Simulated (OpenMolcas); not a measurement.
Single-point calculation of SiH₃Cl

SiH₃Cl, SMILES [SiH3]Cl, computed with M06-2X/STO-3G, RKS (OpenMolcas 26.06).

The geometry comes from this level: PBE0-D4/def2-TZVP.

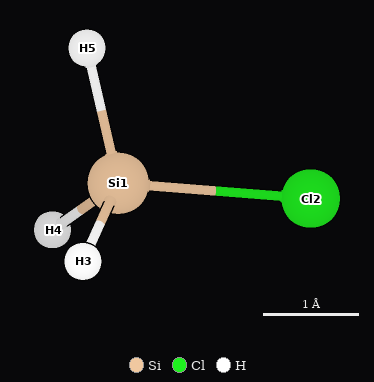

The structure as given in the input (ball-and-stick view, seen at a tilt; atoms are numbered from 1 in the order of the input).

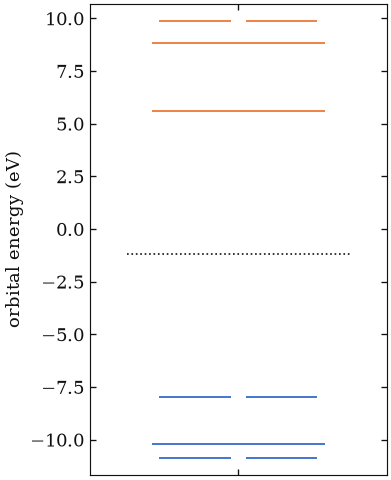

Orbital energies near the frontier; the dotted line parts filled from empty levels, and levels within 0.02 eV of each other stand side by side. Highest filled −7.96 eV, lowest empty 5.58 eV, 13.54 eV apart.

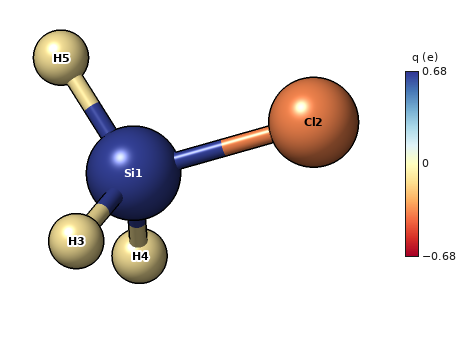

Mulliken charges, as the colour of each atom (ball-and-stick view, seen at a tilt; atoms are numbered from 1 in the order of the input). By element: Si +0.65, Cl −0.35 and H −0.10 e.

The input and output of the run follow.

## The input
```
&GATEWAY
BasLib = $CurrDir
Coord
5
angstrom
Si      -0.112000       0.018600      -0.030900
Cl       1.838300      -0.513500       0.329900
H       -0.950900      -0.488300       1.079100
H       -0.534700      -0.585700      -1.314900
H       -0.190800       1.495400      -0.104700
Basis = STO-3G
Group = NoSym
&SEWARD
GridInput
Grid=UltraFine
End of Grid
&SCF
KSDFT = M062X
Thresholds = 1e-10 1e-07 1e-07 1e-05
PrOrbitals = 1 1
```

Launched with:
```bash
export MOLCAS_MEM=1860
pymolcas mol.input > mol.log
```

## The program's output
```
--- Start Module: gateway ---

                                              &GATEWAY

                       available to each process: 1.9 GB of memory, 1 thread

 Basis Set     1 Label: SI.STO-3G
 Basis set is read from library:.
 basistype.tbl is not found

 Basis Set     2 Label: CL.STO-3G
 Basis set is read from library:.
 basistype.tbl is not found

 Basis Set     3 Label: H.STO-3G
 Basis set is read from library:.
 basistype.tbl is not found

++    Symmetry information:
      ---------------------

                    Character Table for C1

                             E
                    a        1  x, y, xy, Rz, z, xz, Ry, yz, Rx, I
--

++    Basis set information:
      ----------------------

      Basis set label: SI.STO-3G.........

      Electronic valence basis set:
      ------------------
      Associated Effective Charge  14.000000 au
      Associated Actual Charge     14.000000 au
      Nuclear Model: Point charge

      Shell  nPrim  nBasis  Cartesian Spherical Contaminant
         s       9       3        X
         p       6       2        X

      Basis set label: CL.STO-3G.........

      Electronic valence basis set:
      ------------------
      Associated Effective Charge  17.000000 au
      Associated Actual Charge     17.000000 au
      Nuclear Model: Point charge

      Shell  nPrim  nBasis  Cartesian Spherical Contaminant
         s       9       3        X
         p       6       2        X

      Basis set label: H.STO-3G.........

      Electronic valence basis set:
      ------------------
      Associated Effective Charge   1.000000 au
      Associated Actual Charge      1.000000 au
      Nuclear Model: Point charge

      Shell  nPrim  nBasis  Cartesian Spherical Contaminant
         s       3       1        X
--

++    Molecular structure info:
      -------------------------

                    ************************************************
                    **** Cartesian Coordinates / bohr, angstrom ****
                    ************************************************

     Center  Label                x              y              z                     x              y              z
        1      SI1             -0.211649       0.035149      -0.058393             -0.112000       0.018600      -0.030900
        2      CL2              3.473884      -0.970374       0.623421              1.838300      -0.513500       0.329900
        3      H3              -1.796941      -0.922753       2.039203             -0.950900      -0.488300       1.079100
        4      H4              -1.010437      -1.106813      -2.484801             -0.534700      -0.585700      -1.314900
        5      H5              -0.360560       2.825896      -0.197854             -0.190800       1.495400      -0.104700

                    ***************************************
                    *    InterNuclear Distances / bohr    *
                    ***************************************

               1 SI1           2 CL2           3 H3            4 H4            5 H5
    1 SI1      0.000000
    2 CL2      3.880605        0.000000
    3 H3       2.798327        5.457865        0.000000
    4 H4       2.798141        5.457910        4.595550        0.000000
    5 H5       2.798195        5.457941        4.595649        4.595505        0.000000

                    *******************************************
                    *    InterNuclear Distances / angstrom    *
                    *******************************************

               1 SI1           2 CL2           3 H3            4 H4            5 H5
    1 SI1      0.000000
    2 CL2      2.053528        0.000000
    3 H3       1.480811        2.888178        0.000000
    4 H4       1.480713        2.888202        2.431860        0.000000
    5 H5       1.480741        2.888218        2.431913        2.431836        0.000000

                    **************************************
                    *    Valence Bond Angles / degree    *
                    **************************************
                          Atom centers                 Phi
                      3 H3       1 SI1      4 H4       110.40
                      3 H3       1 SI1      5 H5       110.40
                      4 H4       1 SI1      5 H5       110.40
--

            Nuclear Potential Energy             86.33721820 au

--- Stop Module: gateway /rc=_RC_ALL_IS_WELL_ ---

--- Start Module: seward ---

                                              &SEWARD

                       available to each process: 1.9 GB of memory, 1 thread

               SEWARD will generate:
                  Multipole Moment integrals up to order  2
                  Kinetic Energy integrals
                  Nuclear Attraction integrals (point charge)
                  One-Electron Hamiltonian integrals
                  Velocity integrals
                  Orbital angular momentum around (  1.7033  -0.4873   0.2959 )
                  Velocity quadrupole around (  1.7033  -0.4873   0.2959 )
                  Two-Electron Repulsion integrals

                   Integrals are discarded if absolute value <: 1.00E-14
                   Integral cutoff threshold is set to       <: 1.00E-16

            Nuclear Potential Energy             86.33721820 au

      Basis set specifications :
      Symmetry species         a
      Basis functions           21

--- Stop Module: seward /rc=_RC_ALL_IS_WELL_ ---

--- Start Module: scf ---

                                                &SCF

                       available to each process: 1.9 GB of memory, 1 thread

 ###############################################################################
 ###     Minimized-density-differences option turned off!                    ###
 ###############################################################################
++    Input section:
      --------------

      Header of the integral files:

      Cartesian coordinates in angstrom:
      -----------------------------------------------------
      No.  Label        X            Y            Z
      -----------------------------------------------------
       1   SI1       -0.11200000   0.01860000  -0.03090000
       2   CL2        1.83830000  -0.51350000   0.32990000
       3   H3        -0.95090000  -0.48830000   1.07910000
       4   H4        -0.53470000  -0.58570000  -1.31490000
       5   H5        -0.19080000   1.49540000  -0.10470000
      -----------------------------------------------------
      Nuclear repulsion energy =   86.33721820
--

++    Orbital specifications:
      -----------------------

      Symmetry species               1
                                     a
      Frozen orbitals                0
      Occupied orbitals             17
      Secondary orbitals             4
      Deleted orbitals               0
      Total number of orbitals      21
      Number of basis functions     21
--

      Molecular charge                           0.000

      Numerical integration parameters
      --------------------------------
      Radial quadrature type:                         MHL
      Size of radial grid:                            99
      Lebedev angular grid:                           41
      Angular grid pruned with the crowding factor:  1.00E+10
                                 and fading factor:  1.00E+01
      Screening threshold for integral computation:   1.00E-11
      Radial quadrature accuracy:                     1.00E-25
      Maximum batch size:                             128
      AO values are stored on disk
      The same grid will be used for all iterations.

      DFT functional specifications
      -----------------------------
      Using Libxc version: 6.2.2
      Please cite the following reference:
      S. Lehtola, C. Steigemann, M. J.T. Oliveira, and M. A.L. Marques.,  SoftwareX 7, 1–5 (2018) doi:10.1016/j.softx.2017.11.002

      * Minnesota M06-2X hybrid exchange functional
        - Y. Zhao and D. G. Truhlar.,  Theor. Chem. Acc. 120, 215 (2008) doi:10.1007/s00214-007-0310-x
      * Minnesota M06-2X correlation functional
        - Y. Zhao and D. G. Truhlar.,  Theor. Chem. Acc. 120, 215 (2008) doi:10.1007/s00214-007-0310-x

++    Optimization specifications:
      ----------------------------

      SCF Algorithm: Conventional
      D(i)-D(i-1) density differences are used
      Number of density matrices in core                 5
      Maximum number of NDDO SCF iterations            400
      Maximum number of HF SCF iterations              400
      Threshold for SCF energy change             1.00E-10
      Threshold for density matrix                1.00E-07
      Threshold for Fock matrix                   1.00E-07
      Threshold for linear dependence             1.00E-09
      Threshold at which DIIS is turned on        1.50E-01
      Maximum depth in the DIIS procedure                5
      Maximum depth in the BFGS Hessian update          30
      Threshold at which QNR/C2DIIS is turned on  7.50E-02
      Threshold for Norm(delta) (QNR/C2DIIS)      1.00E-05
      All orbitals punched on: SCFORB
--

      Input vectors read from INPORB
      Orbital file label: *Guess orbitals

++ Convergence information
                                   M062X      iterations: Energy and convergence statistics

Iter     Tot. M062X      One-elec.       Two-elec.     Energy      Max Dij or  Max Fij      DNorm      TNorm      AccCon     Time
         Energy          Energy          Energy        Change      Delta Norm                                                in Sec.
   1  -743.059963685 -1224.212796043   394.815614162   0.00E+00    2.77E-01*   1.20E-01*    9.02E+00   1.12E+02   None         0.
   2  -743.172650835 -1226.492956216   396.983087186  -1.13E-01*   1.09E-01*   4.01E-02*    1.43E+00   1.12E+02   EDIIS        0.
   3  -743.183592185 -1225.316598835   395.795788454  -1.09E-02*   3.00E-03*   1.10E-02*    5.40E-01   1.12E+02   c2DIIS       0.
   4  -743.186221429 -1225.662676486   396.139236860  -2.63E-03*   5.47E-04*   3.40E-04*    2.16E-02   1.12E+02   QNRc2DIIS    0.
   5  -743.186221892 -1225.668409160   396.144969072  -4.63E-07*   1.61E-04*   6.73E-05*    2.93E-03   1.12E+02   QNRc2DIIS    0.
   6  -743.186221931 -1225.667045339   396.143605212  -3.83E-08*   2.01E-05*   1.04E-05*    7.86E-04   1.12E+02   QNRc2DIIS    0.
   7  -743.186221931 -1225.666970478   396.143530351  -5.67E-10*   2.71E-06    1.59E-06*    1.11E-04   1.12E+02   QNRc2DIIS    0.
   8  -743.186221931 -1225.666998179   396.143558052  -1.09E-11    2.29E-07    6.14E-08     1.57E-05   1.12E+02   QNRc2DIIS    0.

       Convergence after   8 Iterations
--

 *****************************************************************************************************************************
 *                                             SCF/KS-DFT Program, Final results                                             *
 *                                                       Final Results                                                       *
 *****************************************************************************************************************************

::    Total KS-DFT energy                            -743.1862219314
      One-electron energy                           -1225.6669981794
      Two-electron energy                             396.1435580520
      Nuclear repulsion energy                         86.3372181961
      Kinetic energy (interpolated)                   729.5561883135
      Virial theorem                                    1.0186826372
      Total spin, S(S+1)                                0.0000000000
      Total spin, S                                     0.0000000000
      Max non-diagonal density matrix element           0.0000002332
      Max non-diagonal Fock matrix element              0.0000000119

      All orbitals with orbital energies smaller than  E(LUMO)+0.5 are printed

++    Molecular orbitals:
      -------------------

      Title: RKS-DFT orbitals

      Molecular orbitals for symmetry species 1: a

          Orbital            1         2         3         4         5         6         7         8         9        10
          Energy         -101.5290  -66.3442   -9.5764   -7.2682   -7.2578   -7.2578   -5.4505   -3.6742   -3.6705   -3.6705
          Occ. No.          2.0000    2.0000    2.0000    2.0000    2.0000    2.0000    2.0000    2.0000    2.0000    2.0000

          Orbital           11        12        13        14        15        16        17        18        19        20
          Energy           -0.8406   -0.5877   -0.3999   -0.3999   -0.3744   -0.2927   -0.2927    0.2051    0.3240    0.3627
          Occ. No.          2.0000    2.0000    2.0000    2.0000    2.0000    2.0000    2.0000    0.0000    0.0000    0.0000

          Orbital           21
          Energy            0.3628
          Occ. No.          0.0000

--

++    Molecular charges:
      ------------------

      Mulliken charges per centre and basis function type
      ---------------------------------------------------

                SI1     CL2     H3      H4      H5
      1s       5.2334  5.9848  1.0992  1.0992  1.0992
      2px      2.5538  3.4779  0.0000  0.0000  0.0000
      2pz      2.7855  3.9556  0.0000  0.0000  0.0000
      2py      2.7759  3.9357  0.0000  0.0000  0.0000
      Total   13.3486 17.3540  1.0992  1.0992  1.0992

      N-E      0.6514 -0.3540 -0.0992 -0.0992 -0.0992

      Total electronic charge=   34.000000

      Total            charge=   -0.000000
--

++    Molecular properties:
      ---------------------

      Charge (e):
                      =   -0.0000
      Dipole Moment (debye):
      Origin of the operator (angstrom)=    0.9013   -0.2579    0.1566
                   X= -2.4939E+00               Y=  6.8058E-01               Z= -4.6138E-01           Total=  2.6259E+00
      Quadrupole Moment (debye*angstrom):
      Origin of the operator (angstrom)=    0.9013   -0.2579    0.1566
                  XX= -2.5596E+01              XY=  1.4483E-01              XZ= -9.8382E-02              YY= -2.5104E+01
                  YZ=  2.6763E-02              ZZ= -2.5083E+01
      In traceless form (debye*angstrom)
                  XX= -5.0250E-01              XY=  2.1725E-01              XZ= -1.4757E-01              YY=  2.3526E-01
                  YZ=  4.0145E-02              ZZ=  2.6725E-01
--

--- Stop Module: scf /rc=_RC_ALL_IS_WELL_ ---
--- Module scf spent 2 seconds ---

.##################.
.# Happy landing! #.
.##################.

    Timing: Wall=3.76 User=3.11 System=0.60
```

## Summary

- outcome: converged
- total energy: −743.186222 hartree
- basis functions: 21
- HOMO: −7.96 eV
- LUMO: 5.58 eV
- dipole moment: 2.63 debye
- hardware: 1 thread of Intel Xeon (Sapphire Rapids), 64 GiB of memory available, shared host
- wall time: 4.2 s
- peak memory: 0.37 GiB
